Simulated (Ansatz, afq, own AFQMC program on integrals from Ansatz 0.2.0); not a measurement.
# AlSiH2 (quartet): AFQMC on the coupled-cluster ladder at distance Si1–Al2 = 3.339 Å, cc-pVDZ

Aim: compute AlSiH2 (quartet) with auxiliary-field quantum Monte Carlo on the same integrals as coupled cluster, and set the energies side by side.

Program: Ansatz 0.2.0, Gaussian basis, and an in-house AFQMC program (afq) on its integrals; all values are calculated. Level of theory: cc-pVDZ, frozen cores. These are calculated values, not measurements.

Plan: PBE (unrestricted); r2SCAN (unrestricted); PBE0 (unrestricted); B3LYP (unrestricted); wB97M-V (unrestricted); B2PLYP (unrestricted); CCSD(T) on UHF; CCSDT(Q) on UHF; Phaseless AFQMC, CISD trial on UHF; Phaseless AFQMC, single-determinant trial on UHF.

### Step 1. The system

The geometry derives from a PBE0/def2-TZVP stationary point (not a proven minimum). One bond is set to the value named and the two fragments are kept rigid.

4 atoms, charge 0, spin multiplicity 4.

Atoms are counted from 1 here; the program's logs count them from 0.

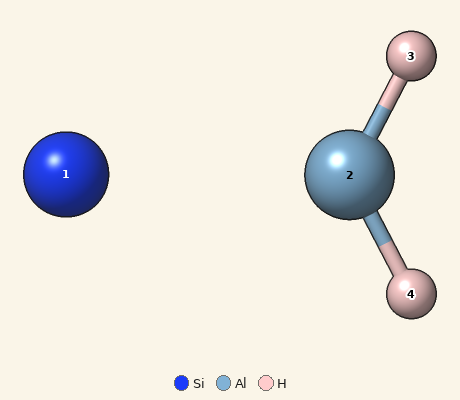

The structure; silicon blue, aluminium light blue, hydrogen pink; atoms are numbered from 1 in the order of the file.

Geometry (Å):

```xyz
4
AlH2Si
Si    0.00000    0.00000    1.72190
Al    0.00000    0.00000   -1.61710
H     0.00000    1.40547   -2.34575
H     0.00000   -1.40547   -2.34575
```

### Step 2. PBE (unrestricted)

The input, in.yaml:

```yaml
crystal:
  periodic: [false, false, false]
  atoms:
    - {symbol: Si, position_ang: [0.000000, 0.000000, 1.721903]}
    - {symbol: Al, position_ang: [0.000000, 0.000000, -1.617097]}
    - {symbol: H, position_ang: [0.000000, 1.405470, -2.345747]}
    - {symbol: H, position_ang: [0.000000, -1.405470, -2.345747]}
basis:
  gaussian: {orbitals: cc-pVDZ}
magnetization: {spin_polarized: true, initial_magnetization: 3}
hamiltonian: {xc: {name: PBE}}
output: {orbitals: {seedname: orbitals}}
```

Run with:

```console
ansatz run in.yaml --threads 1 --pin off --events-out ev --progress --plain --max-ram 1382MiB
```

Log:

```text
Functional definition: PBE
  name "PBE"
  cite "Perdew, Burke & Ernzerhof, Phys. Rev. Lett. 77, 3865 (1996) doi:10.1103/PhysRevLett.77.3865"
  parent pbe
  parameter kappa = 0.804
  parameter beta = 0.06672455060314922
  exchange = pbe_x(kappa = kappa, mu = beta*pi^2/3)
  correlation = pbe_c(beta = beta)
451 factors; integrals over basis functions are off by at most 1.0e-3 eV
mean field evaluation 1: about -14493.6700 eV, gradient 9.6e0 eV
mean field evaluation 2: about -14492.1286 eV, gradient 1.3e1 eV
mean field evaluation 4: about -14494.6024 eV, gradient 5.9e-1 eV
mean field evaluation 8: about -14494.6044 eV, gradient 2.7e-2 eV
mean field evaluation 16: about -14492.1041 eV, gradient 7.7e0 eV
mean field evaluation 32: about -14494.3103 eV, gradient 4.2e0 eV
mean field -14494.60437541 eV, -532.6668860008 hartree, gradient 7.8e-5 eV, S^2 3.751544; 7 other end points of the search recorded, 0 dependent functions left out
reference -14494.60441594 eV, -532.6668874900 hartree; 16, 13 occupied and 30, 33 virtual orbitals, 451 factors
Total energy: -14494.60441594 eV, -532.6668874900 hartree
```

Run time: 4.2 s. Hardware: 1 thread of Arm Neoverse V1, shared host.

From the report: ⟨S²⟩ of the determinant 3.752 (pure quartet: 3.75).

### Step 3. r2SCAN (unrestricted)

in.yaml, as its differences from that of step 2:

```diff
@@ -10,3 +10,2 @@
 magnetization: {spin_polarized: true, initial_magnetization: 3}
-hamiltonian: {xc: {name: PBE}}
-output: {orbitals: {seedname: orbitals}}
+hamiltonian: {xc: {name: r2SCAN}}
```

Same command.

Log, shortened:

```text
Functional definition: r2SCAN
  name "r2SCAN"
  cite "Furness, Kaplan, Ning, Perdew & Sun, J. Phys. Chem. Lett. 11, 8208 (2020) doi:10.1021/acs.jpclett.0c02405"
  cite "Furness, Kaplan, Ning, Perdew & Sun, J. Phys. Chem. Lett. 11, 9248 (2020) doi:10.1021/acs.jpclett.0c03077"
  parent r2scan
[...]
451 factors; integrals over basis functions are off by at most 1.0e-3 eV
[...]
mean field -14500.95735734 eV, -532.9003537803 hartree, gradient 2.3e-5 eV, S^2 3.754348; 4 other end points of the search recorded, 0 dependent functions left out
reference -14500.95737269 eV, -532.9003543443 hartree; 16, 13 occupied and 30, 33 virtual orbitals, 451 factors
Total energy: -14500.95737269 eV, -532.9003543443 hartree
```

Wall time 8.5 s (1 thread of Arm Neoverse V1, shared host).

From the report: ⟨S²⟩ of the determinant 3.754 (pure quartet: 3.75).

### Step 4. PBE0 (unrestricted)

in.yaml, as its differences from that of step 3:

```diff
@@ -10,2 +10,3 @@
 magnetization: {spin_polarized: true, initial_magnetization: 3}
-hamiltonian: {xc: {name: r2SCAN}}
+hamiltonian: {xc: {name: PBE0}}
+output: {orbitals: {seedname: orbitals}}
```

The command is unchanged.

Log:

```text
Functional definition: PBE0
  name "PBE0"
  cite "Adamo & Barone, J. Chem. Phys. 110, 6158 (1999) doi:10.1063/1.478522"
  cite "Perdew, Burke & Ernzerhof, Phys. Rev. Lett. 77, 3865 (1996) doi:10.1103/PhysRevLett.77.3865"
  parent pbe
  parameter a = 0.25
  parameter kappa = 0.804
  parameter beta = 0.06672455060314922
  exchange = (1 - a)*pbe_x(kappa = kappa, mu = beta*pi^2/3) + a*exact_x
  correlation = pbe_c(beta = beta)
451 factors; integrals over basis functions are off by at most 1.0e-3 eV
mean field evaluation 1: about -14495.5219 eV, gradient 6.6e0 eV
mean field evaluation 2: about -14495.7273 eV, gradient 4.4e0 eV
mean field evaluation 4: about -14495.9676 eV, gradient 2.6e-1 eV
mean field evaluation 8: about -14495.9943 eV, gradient 2.8e-2 eV
mean field evaluation 16: about -14495.9944 eV, gradient 2.4e-4 eV
mean field -14495.99438745 eV, -532.7179680011 hartree, gradient 6.0e-5 eV, S^2 3.752870; 1 other end points of the search recorded, 0 dependent functions left out
reference -14495.99441822 eV, -532.7179691318 hartree; 16, 13 occupied and 30, 33 virtual orbitals, 451 factors
Total energy: -14495.99441822 eV, -532.7179691318 hartree
```

Wall time 2 s (1 thread of Arm Neoverse V1, shared host).

From the report: ⟨S²⟩ of the determinant 3.753 (pure quartet: 3.75).

### Step 5. B3LYP (unrestricted)

in.yaml, as its differences from that of step 4:

```diff
@@ -10,3 +10,2 @@
 magnetization: {spin_polarized: true, initial_magnetization: 3}
-hamiltonian: {xc: {name: PBE0}}
-output: {orbitals: {seedname: orbitals}}
+hamiltonian: {xc: {name: B3LYP}}
```

Same command.

Log, shortened:

```text
Functional definition: B3LYP
  name "B3LYP"
  cite "Stephens, Devlin, Chabalowski & Frisch, J. Phys. Chem. 98, 11623 (1994) doi:10.1021/j100096a001"
  cite "Becke, Phys. Rev. A 38, 3098 (1988) doi:10.1103/PhysRevA.38.3098"
  cite "Lee, Yang & Parr, Phys. Rev. B 37, 785 (1988) doi:10.1103/PhysRevB.37.785"
  cite "Vosko, Wilk & Nusair, Can. J. Phys. 58, 1200 (1980) doi:10.1139/p80-159"
[...]
451 factors; integrals over basis functions are off by at most 1.0e-3 eV
[...]
mean field -14503.61514008 eV, -532.9980254947 hartree, gradient 4.2e-5 eV, S^2 3.751972; 4 other end points of the search recorded, 0 dependent functions left out
reference -14503.61537262 eV, -532.9980340401 hartree; 16, 13 occupied and 30, 33 virtual orbitals, 451 factors
Total energy: -14503.61537262 eV, -532.9980340401 hartree
```

Run time: 2.1 s. Hardware: 1 thread of Arm Neoverse V1, shared host.

From the report: ⟨S²⟩ of the determinant 3.752 (pure quartet: 3.75).

### Step 6. wB97M-V (unrestricted)

in.yaml, as its differences from that of step 5:

```diff
@@ -10,2 +10,3 @@
 magnetization: {spin_polarized: true, initial_magnetization: 3}
-hamiltonian: {xc: {name: B3LYP}}
+hamiltonian: {xc: {name: wB97M-V}}
+output: {orbitals: {seedname: orbitals}}
```

Same command.

Log, shortened:

```text
Functional definition: wB97M-V
  name "wB97M-V"
  cite "Mardirossian & Head-Gordon, J. Chem. Phys. 144, 214110 (2016) doi:10.1063/1.4952647"
  cite "Becke, J. Chem. Phys. 107, 8554 (1997) doi:10.1063/1.475007"
  cite "Vydrov & Van Voorhis, J. Chem. Phys. 133, 244103 (2010) doi:10.1063/1.3521275"
  # Of w^i u^j: cxij and so on, Table III.
[...]
  gx(w, u) = 1 - cx + cx01*u + cx10*w
  gss(w, u) = css00 + css04*u^4 + css10*w + css20*w^2 + css43*w^4*u^3
  gos(w, u) = cos00 + cos10*w + (cos20 + cos21*u)*w^2 + (cos60 + cos61*u)*w^6
[...]
      + integral(e_c_pw_mod_opposite_spin*gos(b97_w_opposite, b97_u_opposite)) + vv10(b, c)
451 factors; integrals over basis functions are off by at most 1.0e-3 eV
169 factors; integrals over basis functions are off by at most 1.0e-5 eV
[...]
mean field -14501.06012007 eV, -532.9041302408 hartree, gradient 5.1e-5 eV, S^2 3.752145; 4 other end points of the search recorded, 0 dependent functions left out
reference -14501.06016330 eV, -532.9041318298 hartree; 16, 13 occupied and 30, 33 virtual orbitals, 451 factors
Total energy: -14501.06016330 eV, -532.9041318298 hartree
```

It took 9.5 s on 1 thread of Arm Neoverse V1, shared host.

From the report: ⟨S²⟩ of the determinant 3.752 (pure quartet: 3.75).

### Step 7. B2PLYP (unrestricted)

in.yaml, as its differences from that of step 6:

```diff
@@ -10,3 +10,3 @@
 magnetization: {spin_polarized: true, initial_magnetization: 3}
-hamiltonian: {xc: {name: wB97M-V}}
-output: {orbitals: {seedname: orbitals}}
+hamiltonian: {xc: {name: B2PLYP}}
+correlation: {electrons: outside_noble_gas}
```

Same command.

Log, shortened:

```text
Functional definition: B2PLYP
  name "B2PLYP"
  cite "Grimme, J. Chem. Phys. 124, 034108 (2006) doi:10.1063/1.2148954"
  cite "Becke, Phys. Rev. A 38, 3098 (1988) doi:10.1103/PhysRevA.38.3098"
  cite "Lee, Yang & Parr, Phys. Rev. B 37, 785 (1988) doi:10.1103/PhysRevB.37.785"
[...]
451 factors; integrals over basis functions are off by at most 1.0e-3 eV
[...]
mean field -14494.59629716 eV, -532.6665891304 hartree, gradient 9.1e-6 eV, S^2 3.755686; 4 other end points of the search recorded, 0 dependent functions left out
10 core orbitals not correlated: weight in the atoms' cores, before any rotation towards them, 1.000 or more for the frozen orbitals, at most 0.000 for the correlated occupied ones
reference -14494.59644535 eV, -532.6665945764 hartree; 6, 3 occupied and 30, 33 virtual orbitals, 451 factors
second order -3.87939007 eV of doubles, -0.00000000 eV of singles
Total energy: -14495.64388067 eV, -532.7050871144 hartree
```

Run time: 2.4 s. Hardware: 1 thread of Arm Neoverse V1, shared host.

From the report: ⟨S²⟩ of the determinant 3.756 (pure quartet: 3.75).

### Step 8. CCSD(T) on UHF

in.yaml, as its differences from that of step 7:

```diff
@@ -10,3 +10,2 @@
 magnetization: {spin_polarized: true, initial_magnetization: 3}
-hamiltonian: {xc: {name: B2PLYP}}
-correlation: {electrons: outside_noble_gas}
+correlation: {method: ccsd_t, electrons: outside_noble_gas, hamiltonian_folder: ham}
```

The command is unchanged.

Log, shortened:

```text
Functional definition: HF
  name "HF"
  cite "Fock, Z. Phys. 61, 126 (1930) doi:10.1007/BF01340294"
  parent pbe
[...]
451 factors; integrals over basis functions are off by at most 1.0e-3 eV
[...]
mean field -14473.56836497 eV, -531.8938268758 hartree, gradient 9.4e-6 eV, S^2 3.766001; 5 other end points of the search recorded, 0 dependent functions left out
determinant -14473.56836497 eV, -531.8938268758 hartree, with singles and doubles -14477.56175479 eV, -532.0405812447 hartree
determinant -14472.10841584 eV, -531.8401747347 hartree, with singles and doubles -14476.06127347 eV, -531.9854395734 hartree
determinant -14472.05802652 eV, -531.8383229615 hartree, with singles and doubles -14476.00847159 eV, -531.9834991399 hartree
determinant -14471.72531476 eV, -531.8260960296 hartree, with singles and doubles -14475.77909994 eV, -531.9750698874 hartree
10 core orbitals not correlated: weight in the atoms' cores, before any rotation towards them, 1.000 or more for the frozen orbitals, at most 0.000 for the correlated occupied ones
reference -14473.56836497 eV, -531.8938268758 hartree; 6, 3 occupied and 30, 33 virtual orbitals, 451 factors
second order -2.96708084 eV of doubles, -0.00000000 eV of singles
cycle   1  -3.99283108 eV  change    5.6e-4 eV  update   1.7e-3
[...]
cycle   9  -3.99303526 eV  change    5.7e-6 eV  update   1.5e-6
perturbative correction -0.09108408 eV, -0.0033472783 hartree
Total energy: -14477.65248432 eV, -532.0439154935 hartree
```

It took 2.2 s on 1 thread of Arm Neoverse V1, shared host.

From the report: ⟨S²⟩ of the determinant 3.766 (pure quartet: 3.75); correlation -4.0841 eV; T1 0.025; largest double amplitude 0.07.

This run also writes the integrals to the folder ham.

### Step 9. CCSDT(Q) on UHF

in.yaml, as its differences from that of step 8:

```diff
@@ -10,2 +10,2 @@
 magnetization: {spin_polarized: true, initial_magnetization: 3}
-correlation: {method: ccsd_t, electrons: outside_noble_gas, hamiltonian_folder: ham}
+correlation: {method: ccsdt_q, electrons: outside_noble_gas}
```

Same command.

Log, shortened:

```text
Functional definition: HF
  name "HF"
  cite "Fock, Z. Phys. 61, 126 (1930) doi:10.1007/BF01340294"
  parent pbe
[...]
856 factors; integrals over basis functions are off by at most 2.5e-7 eV
[...]
mean field -14473.56840925 eV, -531.8938285029 hartree, gradient 2.4e-6 eV, S^2 3.766000; 8 other end points of the search recorded, 0 dependent functions left out
determinant -14473.56840925 eV, -531.8938285029 hartree, with singles and doubles -14477.56179681 eV, -532.0405827889 hartree
determinant -14472.10847645 eV, -531.8401769620 hartree, with singles and doubles -14476.06133536 eV, -531.9854418476 hartree
determinant -14472.05808535 eV, -531.8383251235 hartree, with singles and doubles -14476.00853206 eV, -531.9835013621 hartree
determinant -14471.72537305 eV, -531.8260981718 hartree, with singles and doubles -14475.77915843 eV, -531.9750720366 hartree
determinant -14470.98258454 eV, -531.7988011974 hartree, with singles and doubles -14475.06579054 eV, -531.9488562505 hartree
10 core orbitals not correlated: weight in the atoms' cores, before any rotation towards them, 1.000 or more for the frozen orbitals, at most 0.000 for the correlated occupied ones
reference -14473.56840925 eV, -531.8938285029 hartree; 6, 3 occupied and 30, 33 virtual orbitals, 856 factors
second order -2.96711205 eV of doubles, -0.00000000 eV of singles
cycle   1  -3.67152688 eV  change   -7.0e-1 eV  update   8.2e-2
[...]
cycle  19  -4.12214575 eV  change   -7.3e-7 eV  update   4.9e-7
perturbative correction -0.00615531 eV, -0.0002262034 hartree
Total energy: -14477.69671031 eV, -532.0455407686 hartree
```

Wall time 15 s (1 thread of Arm Neoverse V1, shared host).

From the report: ⟨S²⟩ of the determinant 3.766 (pure quartet: 3.75); correlation -4.1283 eV; T1 0.031; largest double amplitude 0.10.

### Step 10. Phaseless AFQMC, CISD trial on UHF

It reads the integrals that the CCSD(T) run on this determinant wrote.

Run with:

```console
afq ham --method phaseless --trial cisd --walkers 60 --populations 1 --least-time 40 --time-step 0.005 --steps-per-block 50 --equilibration-blocks 40 --max-blocks 300 --target-error 0.00072 --factor-cut 1e-05 --start spin_pure --seed 5776 --release-times 0.24,0.51,0.99,1.62,2.4 --release-step 0.03 --release-every 4 --taylor-order 6
```

Log:

```text
orbitals 36  electrons 6 3  factors 253 of 451
reference energy -531.89382688 Eh
CCSD correlation -0.14674148 Eh in 15 cycles, weight of the determinant in the CISD state 0.8752
energy of the start -532.040219 Eh
 block  time / (1/Eh)  mean weight  energy / Eh
     1     0.250  0.9998  -532.038585
     2     0.500  0.9997  -532.038546
     3     0.750  0.9999  -532.039624
     4     1.000  1.0003  -532.041116
     5     1.250  0.9987  -532.043930
     6     1.500  0.9987  -532.044318
     7     1.750  1.0001  -532.042874
     8     2.000  0.9998  -532.042511
     9     2.250  0.9997  -532.046232
    10     2.500  0.9992  -532.046464
    11     2.750  1.0007  -532.046118
    16     4.000  1.0002  -532.044257
    21     5.250  0.9994  -532.045025
    26     6.500  1.0015  -532.042423
    31     7.750  0.9994  -532.042651
    36     9.000  0.9988  -532.046499
    41    10.250  1.0002  -532.049319
    46    11.500  1.0013  -532.047415
    51    12.750  1.0000  -532.047047
    56    14.000  0.9988  -532.045696
    61    15.250  0.9995  -532.046650
    66    16.500  1.0001  -532.048629
    71    17.750  0.9987  -532.046131
    76    19.000  0.9998  -532.044971
    81    20.250  0.9990  -532.045068
    86    21.500  0.9988  -532.046398
    91    22.750  1.0010  -532.043314
    96    24.000  0.9988  -532.044131
   101    25.250  1.0017  -532.044408
   106    26.500  1.0012  -532.044250
   111    27.750  0.9981  -532.043848
   116    29.000  0.9996  -532.043913
   121    30.250  0.9997  -532.041364
   126    31.500  1.0011  -532.042176
   131    32.750  0.9987  -532.042264
   136    34.000  0.9985  -532.045562
   141    35.250  1.0001  -532.046825
   146    36.500  1.0012  -532.049538
   151    37.750  0.9990  -532.045521
   156    39.000  0.9996  -532.050524
   161    40.250  0.9989  -532.043778
   166    41.500  0.9998  -532.049226
   171    42.750  0.9984  -532.046154
   176    44.000  1.0009  -532.046491
   181    45.250  1.0011  -532.047179
   186    46.500  1.0004  -532.048408
   191    47.750  0.9993  -532.043184
   196    49.000  1.0002  -532.047517
blocks merged  error / Eh  count
     1  0.000200  160
     2  0.000251  80
     4  0.000312  40
     8  0.000330  20
    16  0.000431  10
released: time / (1/Eh)  energy / Eh  error  mean overlap
  0.24  -532.045890  0.000414  0.9991
  0.51  -532.045828  0.000324  1.0027
  0.99  -532.046253  0.000307  0.9898
  1.62  -532.045476  0.000426  1.0010
  2.40  -532.045391  0.000599  1.0169
energy -532.045734 +/- 0.000330 Eh
```

Run time: 3.8 min. Hardware: 1 thread of Arm Neoverse V1, shared host.

Energy -14477.7020 ± 0.0090 eV. Caveats: constraint bias not in the error. The error still grows with block length (0.0085 to 0.0117 eV), so the bar may be too small.

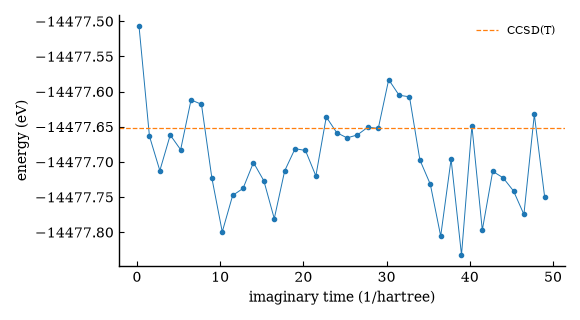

Block energies along the walk.

### Step 11. Phaseless AFQMC, single-determinant trial on UHF

It reads the integrals that the CCSD(T) run on this determinant wrote.

Run with:

```console
afq ham --method phaseless --trial hf --walkers 120 --populations 1 --least-time 40 --time-step 0.005 --steps-per-block 20 --equilibration-blocks 160 --max-blocks 600 --target-error 0.00216 --factor-cut 1e-05 --start spin_pure --seed 9581 --taylor-order 6
```

Log:

```text
orbitals 36  electrons 6 3  factors 253 of 451
reference energy -531.89382688 Eh
CCSD correlation -0.14674148 Eh in 15 cycles, weight of the determinant in the CISD state 0.8752
energy of the start -531.894076 Eh
 block  time / (1/Eh)  mean weight  energy / Eh
     1     0.100  1.0001  -531.914478
     2     0.200  1.0003  -531.929970
     3     0.300  1.0016  -531.944574
     4     0.400  1.0004  -531.957894
     5     0.500  1.0014  -531.964587
     6     0.600  1.0001  -531.970280
     7     0.700  0.9995  -531.972703
     8     0.800  1.0004  -531.976966
     9     0.900  1.0000  -531.980690
    10     1.000  1.0004  -531.990815
    15     1.500  0.9989  -532.012846
    29     2.900  0.9996  -532.030714
    43     4.300  0.9993  -532.039607
    57     5.700  1.0000  -532.039396
    71     7.100  0.9996  -532.034634
    85     8.500  1.0004  -532.047648
    99     9.900  0.9987  -532.034537
   113    11.300  0.9991  -532.036881
   127    12.700  0.9999  -532.032023
   141    14.100  1.0005  -532.038240
   155    15.500  0.9971  -532.044950
   169    16.900  0.9988  -532.066366
   183    18.300  0.9992  -532.033167
   197    19.700  0.9998  -532.040760
   211    21.100  0.9997  -532.061872
   225    22.500  1.0011  -532.034975
   239    23.900  0.9994  -532.046010
   253    25.300  1.0001  -532.039761
   267    26.700  0.9993  -532.032908
   281    28.100  0.9972  -532.032594
   295    29.500  1.0002  -532.051539
   309    30.900  0.9991  -532.057789
   323    32.300  0.9993  -532.042955
   337    33.700  0.9995  -532.034524
   351    35.100  1.0002  -532.048125
   365    36.500  0.9999  -532.043789
   379    37.900  0.9996  -532.037799
   393    39.300  0.9982  -532.039287
   407    40.700  0.9999  -532.021507
   421    42.100  0.9988  -532.048156
   435    43.500  1.0005  -532.044695
   449    44.900  0.9997  -532.044833
   463    46.300  1.0006  -532.048079
   477    47.700  0.9997  -532.049396
   491    49.100  0.9990  -532.035592
   505    50.500  1.0013  -532.051504
   519    51.900  1.0013  -532.045654
   533    53.300  1.0002  -532.035119
   547    54.700  1.0007  -532.020898
blocks merged  error / Eh  count
     1  0.000515  400
     2  0.000698  200
     4  0.000939  100
     8  0.001213  50
    16  0.001500  25
    32  0.001417  12
energy -532.043532 +/- 0.001500 Eh
```

Wall time 3.3 min (1 thread of Arm Neoverse V1, shared host).

Energy -14477.6420 ± 0.0408 eV. Caveats: constraint bias not in the error.

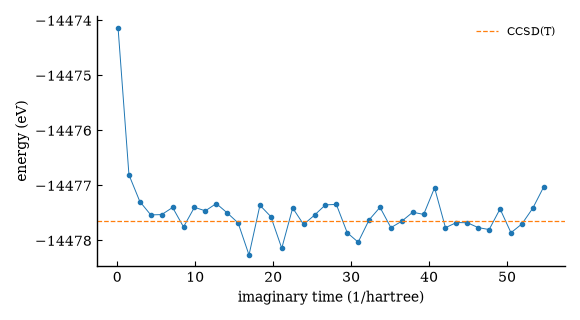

Block energies along the walk.

### Step 12. AFQMC on the ladder

On the UHF determinant, counted from CCSDT(Q) (a yardstick, not exact):

| level | energy (eV) | from CCSDT(Q) (kJ/mol) | statistical error (kJ/mol) | time |
| --- | --- | --- | --- | --- |
| HF | -14473.5684 | +398.3 |  |  |
| MP2 | -14476.5354 | +112.0 |  |  |
| CCSD | -14477.5614 | +13.1 |  |  |
| CCSD(T) | -14477.6525 | +4.3 |  |  |
| CCSDT(Q) | -14477.6967 | 0.0 |  |  |
| Phaseless AFQMC, CISD trial, step 0.005, 60 walkers | -14477.7020 | -0.5 | 0.9 | 3.8 min |
| Phaseless AFQMC, single-determinant trial, step 0.005, 120 walkers | -14477.6420 | +5.3 | 3.9 | 3.3 min |

The functionals' totals stand on their own zeros and serve differences with other points: PBE -14494.604 eV; r2SCAN -14500.957 eV; PBE0 -14495.994 eV; B3LYP -14503.615 eV; wB97M-V -14501.060 eV; B2PLYP -14495.644 eV.

### Step 13. What came out

| quantity | value |
| --- | --- |
| CCSD(T) on UHF from CCSDT(Q) | +4.3 kJ/mol |
| Phaseless AFQMC, CISD trial on UHF from CCSDT(Q) | -0.5 ± 0.9 kJ/mol |
| Phaseless AFQMC, single-determinant trial on UHF from CCSDT(Q) | +5.3 ± 3.9 kJ/mol |

What this shows: On UHF the phaseless walk with the CISD trial lies -0.5 kJ/mol from CCSDT(Q), within three error bars. Error bars are statistical and leave out the constraint, the time step and what remains of the start.
